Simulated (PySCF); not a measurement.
C2H7FOSi2

```xyz
13

O     0.9828   -1.4077   -1.1424
Si    0.5133   -0.0524   -0.3345
C    -1.4001    0.3620   -0.8094
Si   -1.7502    0.3470    1.0756
F    -1.6614    1.9157    1.2612
C    -0.0410   -0.3078    1.4823
H     1.0182   -1.6429   -1.9971
H     1.1774    1.1322   -0.8012
H    -1.4296    1.3970   -1.2222
H    -1.9942   -0.4005   -1.3912
H    -2.7699   -0.3389    1.8318
H     0.4807    0.3398    2.1594
H     0.1796   -1.2249    1.9623
```

Geometry: GFN2-xTB, MD frame at 250 fs, 600 K.

Method: PBE0/pcSseg-1, SCF density, gas phase, non-relativistic (PySCF).

Q: Predict the electron density and electron localisation function between the atoms.

A: C–Si (1.87 Å): the density is about 0.95 e/Å³ at the midpoint; the ELF peaks at about 0.95 between the atoms (localised, covalent bonding).
C–Si (1.92 Å): the density is about 0.9 e/Å³ at the midpoint; the ELF peaks at about 0.95 between the atoms; a covalent bond.

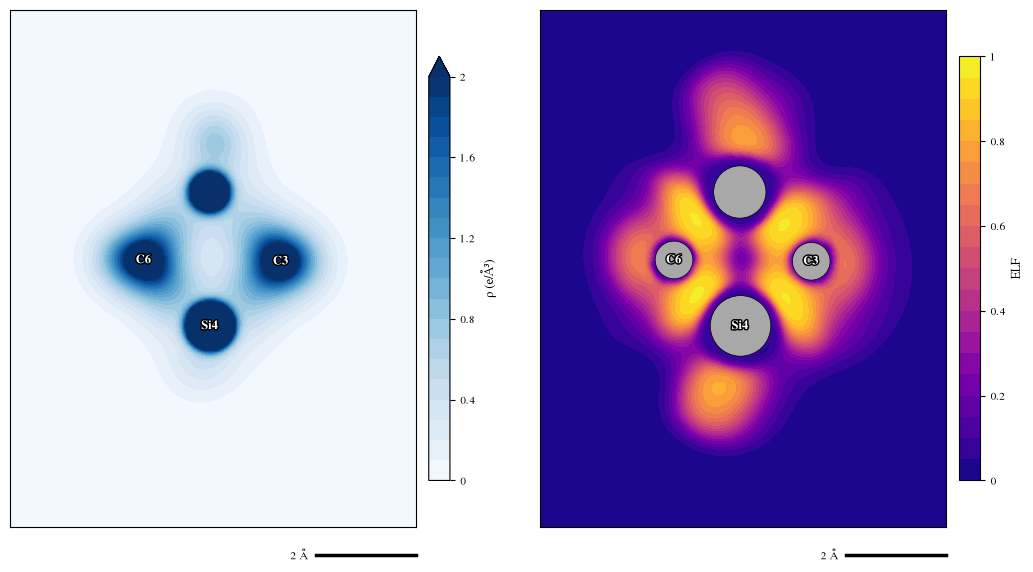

Computed electron density and electron localisation function on the plane of atoms C3, Si4 and C6, in this order. Grey discs cover the atomic cores in the ELF map. 
